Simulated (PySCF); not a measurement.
## Electronic structure of B3H12P3 ((H2B-mu-PH2)3) in real space

```yaml
atoms:
  - { symbol: B, position_ang: [-1.8769, 0.3566, -0.3800] }
  - { symbol: H, position_ang: [-2.3757, -0.4546, 0.3805] }
  - { symbol: H, position_ang: [-2.6769, 1.0088, -1.0204] }
  - { symbol: P, position_ang: [-0.7596, 1.4961, 0.7276] }
  - { symbol: B, position_ang: [0.7224, 0.6761, 1.6784] }
  - { symbol: H, position_ang: [1.4163, 1.5138, 2.2195] }
  - { symbol: H, position_ang: [0.2212, -0.1357, 2.4362] }
  - { symbol: P, position_ang: [1.7426, -0.3650, 0.3935] }
  - { symbol: B, position_ang: [0.7759, -1.6251, -0.7258] }
  - { symbol: H, position_ang: [1.5017, -2.1170, -1.5669] }
  - { symbol: H, position_ang: [0.2690, -2.4251, 0.0406] }
  - { symbol: P, position_ang: [-0.7049, -0.6683, -1.5420] }
  - { symbol: H, position_ang: [-0.3067, 2.6155, -0.0193] }
  - { symbol: H, position_ang: [-1.5842, 2.1623, 1.6646] }
  - { symbol: H, position_ang: [2.7608, -1.0633, 1.0845] }
  - { symbol: H, position_ang: [2.5462, 0.4890, -0.4069] }
  - { symbol: H, position_ang: [-0.2379, 0.1415, -2.6106] }
  - { symbol: H, position_ang: [-1.4898, -1.5887, -2.2759] }
```

Geometry: PBE0-D3(BJ)/def2-SVP.

The calculation used CAM-B3LYP/def2-SVPD, SCF density, gas phase in PySCF 2.14.0.

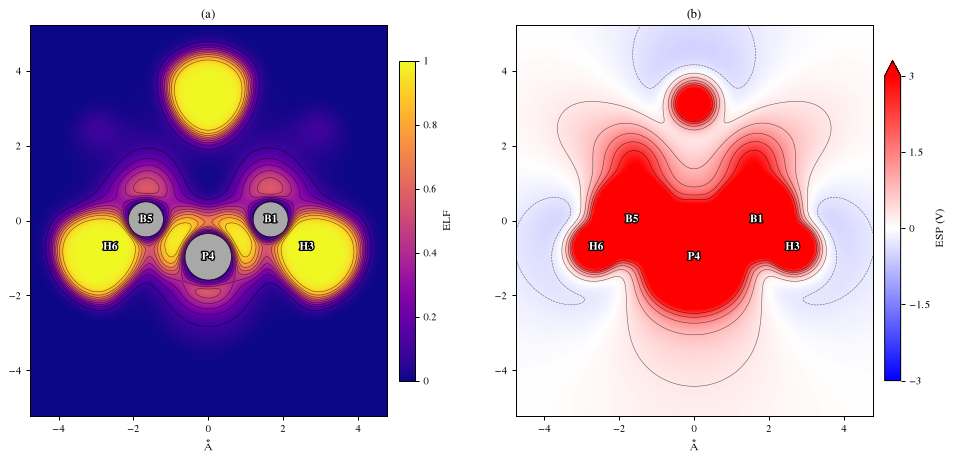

Figure 1. (a) electron localisation function; (b) electrostatic potential on the plane of atoms B1, P4 and B5. Grey discs cover the atomic cores in the ELF map.

**What does the map show?**

- The plane passes through B, H and P nuclei.
- B–P (1.94 Å): the ELF peaks at about 1 between the atoms; a covalent bond.
- B–H (1.21 Å): the ELF climbs to about 1 towards the hydrogen, as it does in any bond to H; an ordinary covalent bond to hydrogen.
- Outside the dense part of the molecule the potential is most negative (−0.5 V) near H11, which lies off the plane.

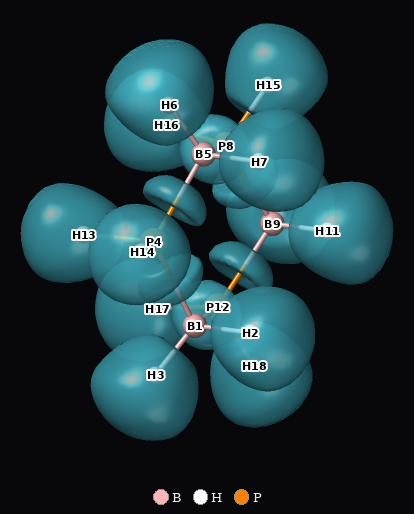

Figure 2. Isosurface of the electron localisation function at 0.8 (cyan), seen at an oblique angle. Only the valence region is drawn (cores and ρ < 0.01 e/Å³ removed).

**What do the ELF domains correspond to?**

The surface consists of six regions between bonded B–P atoms (shared pairs) and twelve regions around hydrogen nuclei.

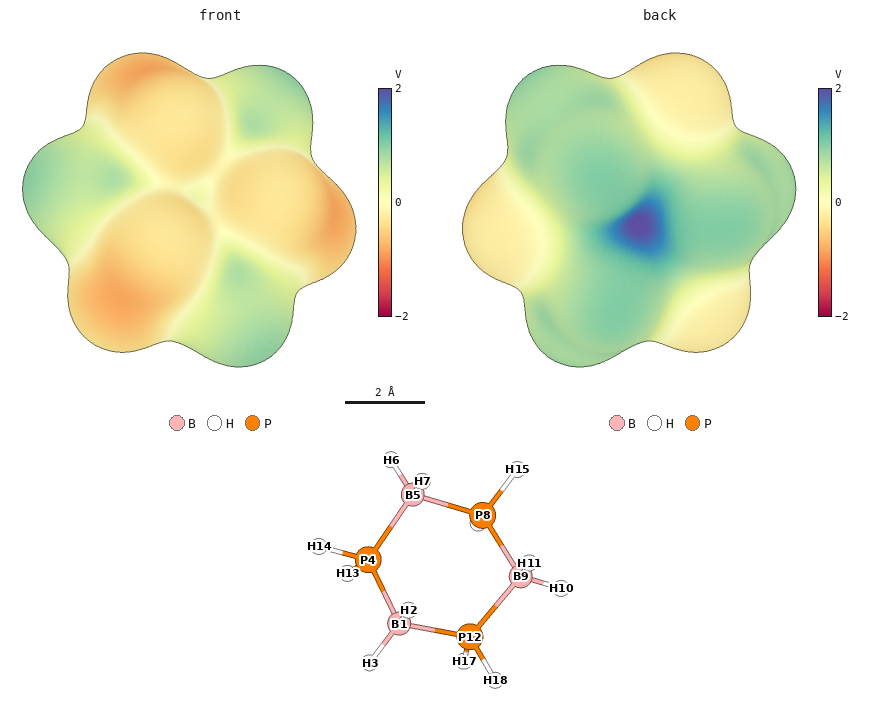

Figure 3. The electrostatic potential painted on the density surface at 0.002 e/bohr³, seen from the front and from behind; red is negative and blue positive. The bare structure is drawn below in the same view.

**Describe the electrostatic potential map.**

The most negative region (about −0.8 V) lies over H2, the most positive (about +1.9 V) over P4, P8 and P12.

**How polar is the molecule by this calculation?**

Its dipole moment is 2.42 D.
